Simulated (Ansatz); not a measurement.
FH₅N₂Si (SMILES N[SiH](N)F)

Input

```
crystal:
  periodic: [false, false, false]
  atoms:
    - { symbol: "N", position_ang: [-0.8185, 0.8818, -0.4076] }
    - { symbol: Si, position_ang: [0.3865, -0.1818, -0.3997] }
    - { symbol: "N", position_ang: [0.2653, -0.5821, 1.2102] }
    - { symbol: F, position_ang: [0.0504, -1.4419, -1.2558] }
    - { symbol: H, position_ang: [-0.9326, 1.3147, -1.369] }
    - { symbol: H, position_ang: [-0.6084, 1.7053, 0.1971] }
    - { symbol: H, position_ang: [1.6998, 0.4336, -0.7686] }
    - { symbol: H, position_ang: [-0.74325, -0.63467, 1.4251] }
    - { symbol: H, position_ang: [0.67421, 0.13503, 1.75943] }
basis:
  gaussian: { orbitals: def2-SVP }
hamiltonian:
  xc: pbe
  dispersion: d4
relax:
  f_tol: 0.015
  max_steps: 40
output:
  orbitals: {}
```

Command:

```sh
ansatz run input.yaml --threads 1 --pin off --max-ram 2048MiB --backend cpu --events-out ev --progress --plain --runs-dir out
```

The fields are those of the relaxed geometry.

All numbers below come from RKS PBE-D4/def2-SVP (Ansatz 0.2.0).

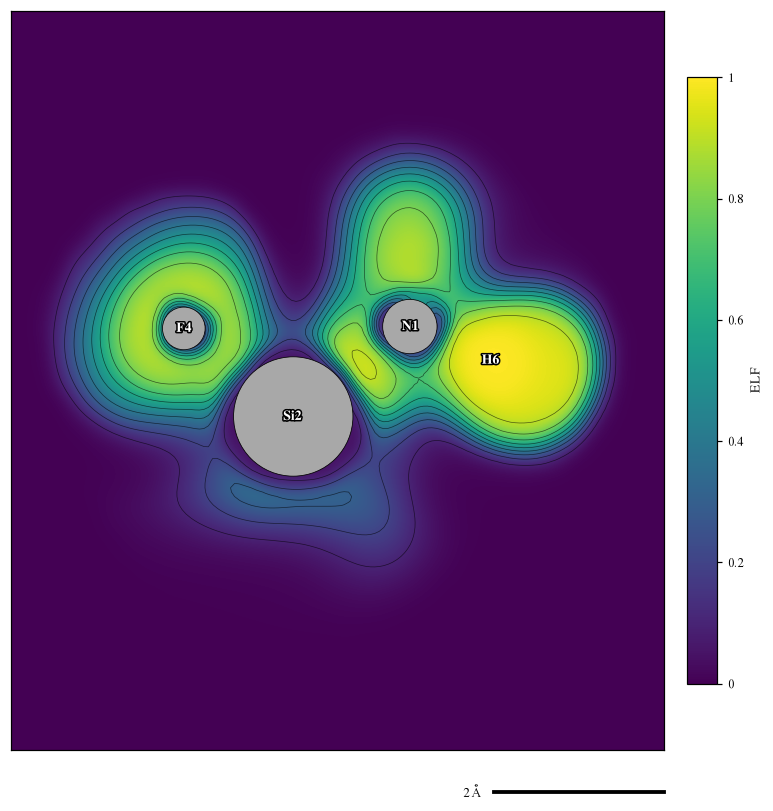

Figure 1. ELF on the plane of atoms N1, Si2 and F4. Grey discs cover the atomic cores.

Question: Describe what can be read from this map.

Answer:
- The section cuts through N, Si, F and H sites.
- Si–F (1.65 Å): the ELF peaks at about 0.85 in the valence shell of F, 0.6 Å from its nucleus, and is about 0.45 at the midpoint.
- Si–N (1.73 Å): the ELF peaks at about 0.90 between the atoms, as expected for a shared but strongly polarised pair.
- N–H (1.02 Å): the ELF climbs to about 1 towards the hydrogen, as it does in any bond to H; a covalent bond by its length.
- The ELF also peaks beside F4, away from the bonds: lone-pair regions.

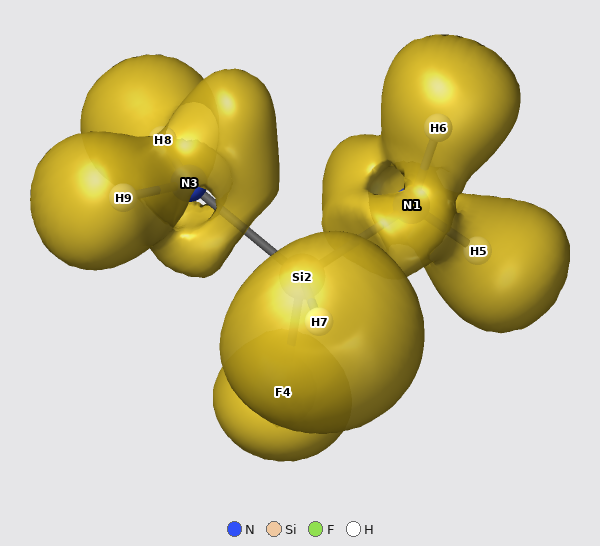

Figure 2. Isosurface of the electron localisation function at 0.75 (yellow), seen at a tilt. Only the valence region is drawn (cores and ρ < 0.01 e/Å³ removed).

Question: What do the ELF domains correspond to?

Answer: The ELF exceeds this value in one region around a hydrogen nucleus, one region wrapped around F (its lone pairs, merged into a ring or cap) and two joined regions spread over several atoms (H, N), in which their bonds and any lone pairs are merged. Profiles from the grid: Si–N (1.72 Å): the ELF peaks at about 0.90 between the atoms; a polar covalent bond.

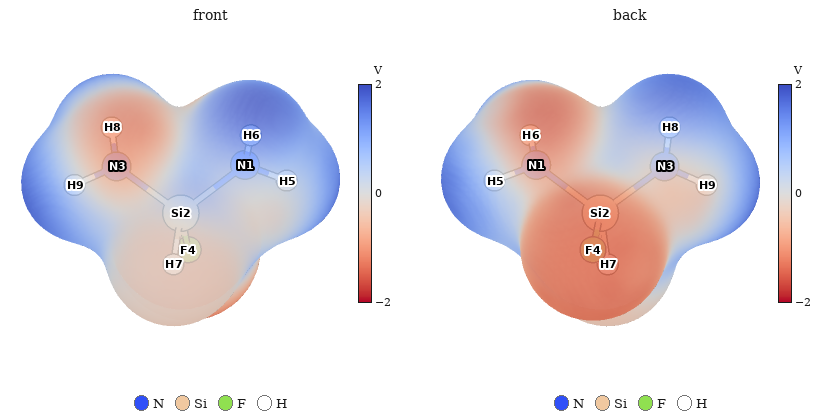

Figure 3. The molecular electrostatic potential painted on the density surface at 0.002 e/bohr³, seen from the front and from behind; red is negative and blue positive.

Question: Where is the surface potential most negative and most positive?

Answer: The most negative region (about −1.3 V, or −30 kcal/mol for a unit charge) lies over F4, the most positive (about +1.6 V, or +37 kcal/mol for a unit charge) over H6, H8 and H9.
